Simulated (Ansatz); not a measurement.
Cl5HW

The calculation's input:

```
crystal:
  periodic: [false, false, false]
  atoms:
    - { symbol: W, position_ang: [0.0, 0.0, 0.0] }
    - { symbol: H, position_ang: [0.0, 0.0, 1.72] }
    - { symbol: Cl, position_ang: [2.39, 0.0, 0.0] }
    - { symbol: Cl, position_ang: [0.0, 2.39, 0.0] }
    - { symbol: Cl, position_ang: [-2.39, 0.0, 0.0] }
    - { symbol: Cl, position_ang: [0.0, -2.39, 0.0] }
    - { symbol: Cl, position_ang: [0.0, 0.0, -2.39] }
basis:
  gaussian: { orbitals: def2-SVP }
hamiltonian:
  xc: pbe
relax:
  f_tol: 0.02
  max_steps: 40
output:
  orbitals: {}
```

Launched as:

```sh
ansatz run input.yaml --threads 4 --pin off --max-ram 5120MiB --backend cpu --events-out ev --progress --plain --runs-dir out
```

The fields are those of the run's last geometry, not of the input's.

Core potentials replace the inner electrons of W.

Theory: Ansatz 0.2.0, RKS PBE/def2-SVP.

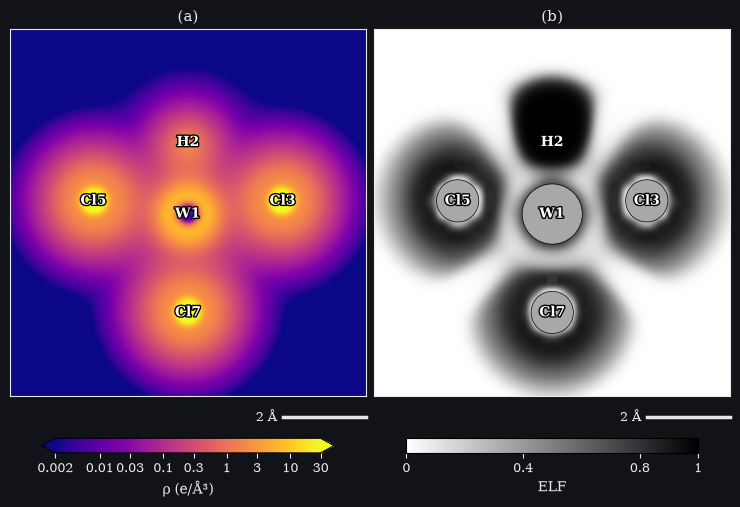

Figure 1. (a) electron density; (b) electron localisation function on the plane of atoms Cl3, W1 and Cl5. Grey discs cover the atomic cores in the ELF map.

Question: What does the map show?

Answer:
- The section cuts through W, H and Cl sites.
- W–Cl (2.30 Å): ρ at the midpoint is about 0.68 e/Å³; the ELF peaks at about 0.80 in the valence shell of Cl, 0.9 Å from its nucleus, and is about 0.35 at the midpoint.
- W–H (1.73 Å): ρ is about 1.5 e/Å³ halfway; the ELF climbs to about 1 towards the hydrogen.
- W–Cl (2.37 Å): the density is about 0.59 e/Å³ at the midpoint; the ELF peaks at about 0.80 in the valence shell of Cl, 0.9 Å from its nucleus, and is about 0.30 at the midpoint.

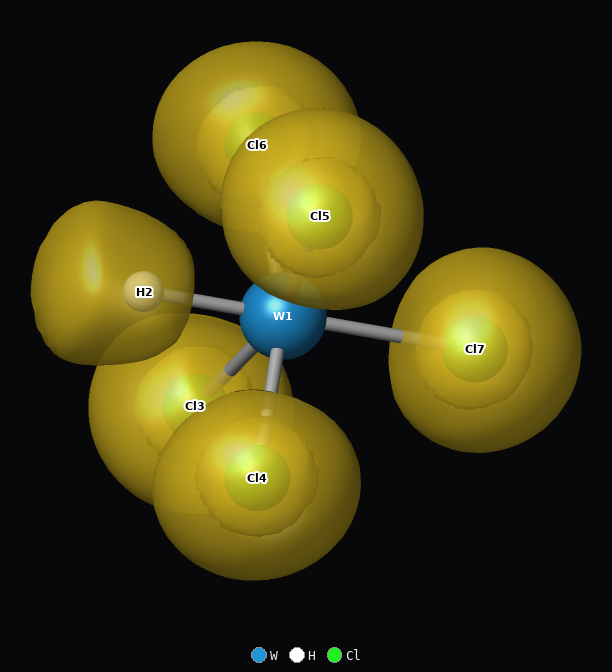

Figure 2. Isosurface of the electron localisation function at 0.75 (yellow), seen at an oblique angle. Only the valence region is drawn (cores and ρ < 0.01 e/Å³ removed).

Question: Where are the electrons localised?

Answer: The ELF exceeds this value in one region around a hydrogen nucleus and five regions wrapped around Cl (the valence shell of each).

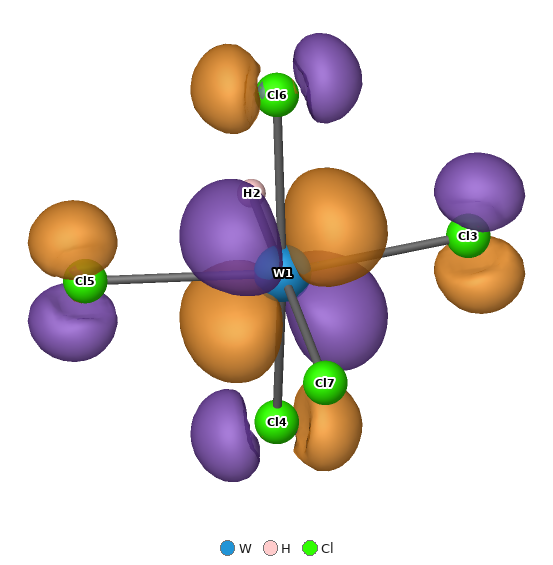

Figure 3. One frontier orbital at ±0.15 Å⁻³ᐟ² (orange and purple are the two phases), seen at a tilt.

Question: Which orbital is it: HOMO or LUMO?

Answer: The LUMO, at −5.57 eV. It lies mainly on W1 (about 60 %), Cl3 (about 10 %), Cl4 (about 10 %), Cl5 (about 10 %) and Cl6 (about 10 %).

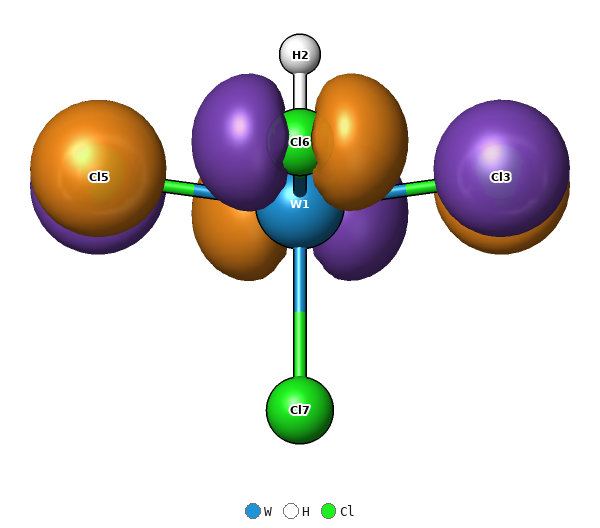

Figure 4. The HOMO−1 at ±0.15 Å⁻³ᐟ² (orange and purple are the two phases), seen from one side.

Question: Where does this orbital lie, and at what energy?

Answer: By Hirshfeld shares it lies mainly on Cl3 (about 25 %), Cl4 (about 25 %), Cl5 (about 25 %) and Cl6 (about 25 %); largely a combination of lone pairs on Cl3, Cl4, Cl5 and Cl6. Its energy is −7.86 eV.
